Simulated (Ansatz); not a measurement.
```yaml
atoms:
  - { symbol: As, position_ang: [0.0467, -1.8531, 0.0614] }
  - { symbol: Sn, position_ang: [-0.3507, 0.7785, -0.4775] }
  - { symbol: Te, position_ang: [0.5787, 1.5696, 2.0342] }
  - { symbol: H, position_ang: [-1.0436, -1.8017, 1.1346] }
  - { symbol: H, position_ang: [-0.9443, -2.3091, -1.0161] }
  - { symbol: H, position_ang: [0.8943, 0.0266, 2.6043] }
```

Geometry: B3LYP-D3(BJ)/def2-SVP; core potentials replace the inner electrons of Sn and Te.

These are results of isolated molecule in a Gaussian basis; Kohn-Sham density functional theory, functional PBE0 in Ansatz, not measurements.

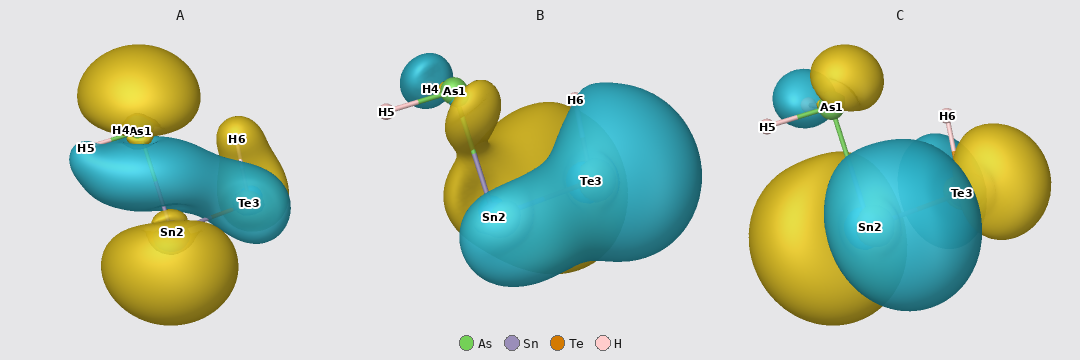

AsH$_{3}$SnTe (SMILES [AsH2][Sn]#[TeH]). Three frontier orbitals at ±0.06 Å⁻³ᐟ² (yellow and cyan are the two phases), in no order.

### Which picture is the HOMO−1, the HOMO and the LUMO?

B is the HOMO−1 (−6.74 eV). It lies mainly on Te3 (about 80 %) and Sn2 (about 15 %). A is the HOMO (−6.39 eV). Its weight (Hirshfeld) is mainly on Sn2 (about 45 %), As1 (about 40 %) and Te3 (about 10 %). C is the LUMO (−2.87 eV). It lies mainly on Sn2 (about 75 %), Te3 (about 15 %) and As1 (about 5 %).

### What is the HOMO–LUMO gap?

3.52 eV between the orbital energies.
